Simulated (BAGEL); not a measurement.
# UHF/6-31G(d) (density fitting with qzvpp-jkfit, spherical functions) run of SiH3O2 (SMILES [O][SiH2]O)

Aim: the vertical doublet–quartet gap of SiH3O2 at UHF/6-31G* (density fitting with qzvpp-jkfit, spherical functions), from 2 runs. 

The calculation is run with BAGEL 1.2.2.

1 further run of the same task is left out (set aside as unsound or not needed). Runs told in other sessions of the task aren't counted.

## Step 1: The system as given

SiH3O2: 6 atoms, total charge 0, spin state doublet. SMILES: `[O][SiH2]O`. The shape is that of a PBE0-D4/def2-TZVP optimisation. This is one conformer, not always the lowest.

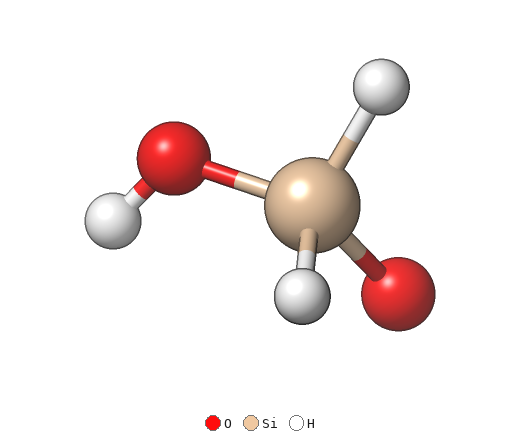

The structure, seen from a chosen angle (oxygen red, silicon light orange, hydrogen white).

## Step 2: A single-point energy at UHF/6-31G(d) (density fitting with qzvpp-jkfit, spherical functions)

File input.json:

```json
{ "bagel" : [

{
  "title" : "molecule",
  "basis" : "6-31gs.json",
  "df_basis" : "qzvpp-jkfit",
  "angstrom" : true,
  "geometry" : [
    { "atom" : "O", "xyz" : [      -1.671900,      -0.490300,       0.111200 ] },
    { "atom" : "Si", "xyz" : [      -0.205500,       0.160400,      -0.263400 ] },
    { "atom" : "O", "xyz" : [       0.949700,       0.110200,       0.888500 ] },
    { "atom" : "H", "xyz" : [       0.117000,      -0.700300,      -1.441700 ] },
    { "atom" : "H", "xyz" : [      -0.353500,       1.594200,      -0.594000 ] },
    { "atom" : "H", "xyz" : [       1.206400,      -0.738300,       1.253100 ] }
  ]
},

{
  "title" : "uhf",
  "nopen" : 1
},

{
  "title" : "print",
  "file" : "orbitals.molden",
  "orbitals" : true
}

]}
```

The basis set 6-31G* is read from a file made from the Basis Set Exchange's data (not shown).

On the command line:

```console
$ BAGEL_NUM_THREADS=1 BAGEL input.json > input.out
```

What it wrote:

```text
* using 1 threads per process

  ===============================================================
  ===============================================================

  *** Geometry ***

  { "atom" : "O", "xyz" : [     -3.159433,     -0.926533,      0.210138 ] },
  { "atom" : "Si", "xyz" : [     -0.388339,      0.303112,     -0.497754 ] },
  { "atom" : "O", "xyz" : [      1.794673,      0.208248,      1.679022 ] },
  { "atom" : "H", "xyz" : [      0.221098,     -1.323375,     -2.724418 ] },
  { "atom" : "H", "xyz" : [     -0.668018,      3.012601,     -1.122497 ] },
  { "atom" : "H", "xyz" : [      2.279766,     -1.395185,      2.368016 ] },

  Number of auxiliary basis functions:      336

  Since a DF basis is specified, we compute 2- and 3-index integrals:
    o Being stored without compression. Storage requirement is 0.007 GB

  Number of basis functions:       52
  Number of electrons      :       33

    * METHOD: MOLECULE                             0.08

  *** Open-shell HF ***

  === Nuclear Repulsion ===
   110.7352561262

      * DIIS with orbital gradients will be used.

  === UHF iteration (6-31gs.json) ===
      0       -439.84738858          0.08297444           0.03
      1       -439.92769329          0.08430471           0.03
      2       -440.04097602          0.07128757           0.03
      3       -440.37782191          0.00943705           0.03
      4       -440.40040897          0.00540620           0.03
      5       -440.40736499          0.00207170           0.03
      6       -440.40887095          0.00056498           0.03
      7       -440.40906221          0.00030853           0.03
      8       -440.40913830          0.00024243           0.04
      9       -440.40920269          0.00018881           0.03
     10       -440.40924781          0.00012568           0.03
     11       -440.40927302          0.00010225           0.04
     12       -440.40929095          0.00009441           0.03
     13       -440.40930109          0.00009071           0.04
     14       -440.40931288          0.00008557           0.03
     15       -440.40933651          0.00007428           0.03
     16       -440.40936340          0.00005574           0.04
     17       -440.40938866          0.00004225           0.04
     18       -440.40940067          0.00003436           0.03
     19       -440.40940646          0.00002777           0.03
     20       -440.40940702          0.00002376           0.04
     21       -440.40940730          0.00001693           0.03
     22       -440.40940833          0.00001224           0.03
     23       -440.40940888          0.00000989           0.04
     24       -440.40940928          0.00000787           0.03
     25       -440.40940965          0.00000561           0.03
     26       -440.40940993          0.00000242           0.04
     27       -440.40941000          0.00000106           0.03
     28       -440.40941001          0.00000060           0.04
     29       -440.40941002          0.00000036           0.03
     30       -440.40941002          0.00000016           0.03
     31       -440.40941002          0.00000009           0.03
     32       -440.40941002          0.00000005           0.04
     33       -440.40941002          0.00000003           0.03
     34       -440.40941002          0.00000002           0.03
     35       -440.40941002          0.00000002           0.03
     36       -440.40941002          0.00000001           0.03
     37       -440.40941002          0.00000001           0.03
    * SCF iteration converged.

    * S^2 (UHF) is 0.7564

    * Permanent dipole moment:
           (   -0.489459,     0.338634,     0.010141) a.u.

    * METHOD: UHF                                  1.33

    * METHOD: PRINT                                0.00

  ===============================================================
```

Run time: 1.6 s. Hardware: 1 thread of Arm Neoverse V2, shared host.

## Step 3: The quartet, same level

File input.json:

```json
{ "bagel" : [

{
  "title" : "molecule",
  "basis" : "6-31gs.json",
  "df_basis" : "qzvpp-jkfit",
  "angstrom" : true,
  "geometry" : [
    { "atom" : "O", "xyz" : [   -1.671900,   -0.490300,    0.111200 ] },
    { "atom" : "Si", "xyz" : [   -0.205500,    0.160400,   -0.263400 ] },
    { "atom" : "O", "xyz" : [    0.949700,    0.110200,    0.888500 ] },
    { "atom" : "H", "xyz" : [    0.117000,   -0.700300,   -1.441700 ] },
    { "atom" : "H", "xyz" : [   -0.353500,    1.594200,   -0.594000 ] },
    { "atom" : "H", "xyz" : [    1.206400,   -0.738300,    1.253100 ] }
  ]
},
{
  "title" : "uhf",
  "nopen" : 3
},
{
  "title" : "print",
  "file" : "orbitals.molden",
  "orbitals" : true
}

]}
```

The basis set 6-31G* is read from a file made from the Basis Set Exchange's data (not shown).

On the command line:

```console
$ BAGEL_NUM_THREADS=1 BAGEL input.json > input.out
```

What it wrote:

```text
* using 1 threads per process

  ===============================================================
  ===============================================================

  *** Geometry ***

  { "atom" : "O", "xyz" : [     -3.159433,     -0.926533,      0.210138 ] },
  { "atom" : "Si", "xyz" : [     -0.388339,      0.303112,     -0.497754 ] },
  { "atom" : "O", "xyz" : [      1.794673,      0.208248,      1.679022 ] },
  { "atom" : "H", "xyz" : [      0.221098,     -1.323375,     -2.724418 ] },
  { "atom" : "H", "xyz" : [     -0.668018,      3.012601,     -1.122497 ] },
  { "atom" : "H", "xyz" : [      2.279766,     -1.395185,      2.368016 ] },

  Number of auxiliary basis functions:      336

  Since a DF basis is specified, we compute 2- and 3-index integrals:
    o Being stored without compression. Storage requirement is 0.007 GB

  Number of basis functions:       52
  Number of electrons      :       33

    * METHOD: MOLECULE                             0.08

  *** Open-shell HF ***

  === Nuclear Repulsion ===
   110.7352561262

      * DIIS with orbital gradients will be used.

  === UHF iteration (6-31gs.json) ===
      0       -439.57799165          0.07320877           0.03
      1       -439.72244951          0.06745461           0.03
      2       -439.82624838          0.05593856           0.04
      3       -440.03722704          0.00750511           0.03
      4       -440.05223878          0.00515153           0.03
      5       -440.06285709          0.00329052           0.04
      6       -440.07165416          0.00266935           0.03
      7       -440.07814047          0.00236624           0.04
      8       -440.08592971          0.00192354           0.04
      9       -440.08922228          0.00164756           0.03
     10       -440.09476955          0.00120872           0.04
     11       -440.09659460          0.00095799           0.04
     12       -440.09902861          0.00074235           0.03
     13       -440.09957210          0.00058486           0.04
     14       -440.10064771          0.00086317           0.04
     15       -440.10063107          0.00034149           0.03
     16       -440.10093100          0.00019204           0.04
     17       -440.10097647          0.00011760           0.04
     18       -440.10098536          0.00006417           0.03
     19       -440.10098824          0.00004469           0.04
     20       -440.10098974          0.00003540           0.04
     21       -440.10099097          0.00002636           0.03
     22       -440.10099207          0.00001942           0.04
     23       -440.10099284          0.00000955           0.03
     24       -440.10099294          0.00000390           0.04
     25       -440.10099295          0.00000244           0.04
     26       -440.10099296          0.00000190           0.03
     27       -440.10099297          0.00000144           0.04
     28       -440.10099297          0.00000105           0.04
     29       -440.10099298          0.00000077           0.03
     30       -440.10099298          0.00000056           0.04
     31       -440.10099298          0.00000039           0.04
     32       -440.10099298          0.00000025           0.03
     33       -440.10099298          0.00000015           0.04
     34       -440.10099298          0.00000010           0.04
     35       -440.10099298          0.00000007           0.03
     36       -440.10099298          0.00000004           0.04
     37       -440.10099298          0.00000002           0.03
     38       -440.10099298          0.00000001           0.03
     39       -440.10099298          0.00000001           0.04
     40       -440.10099298          0.00000001           0.03
    * SCF iteration converged.

    * S^2 (UHF) is 3.7639

    * Permanent dipole moment:
           (    1.008722,     0.535107,     0.487747) a.u.

    * METHOD: UHF                                  1.50

    * METHOD: PRINT                                0.01

  ===============================================================
```

Run time: 1.8 s. Hardware: 1 thread of Arm Neoverse V2, shared host.

## Step 4: Summary of results

Level: UHF/6-31G* (density fitting with qzvpp-jkfit, spherical functions).

| quantity | value |
| --- | --- |
| doublet: total energy | -440.40941 Eh |
| doublet: dipole moment | 1.51 D |
| doublet: ⟨S²⟩ | 0.756 |
| quartet: total energy | -440.10099 Eh |
| quartet: dipole moment | 3.16 D |
| quartet: ⟨S²⟩ | 3.764 |
| vertical energy of the quartet above the doublet | 8.392 eV |

What this shows: At this shape the quartet lies 8.39 eV (194 kcal/mol) above the doublet.
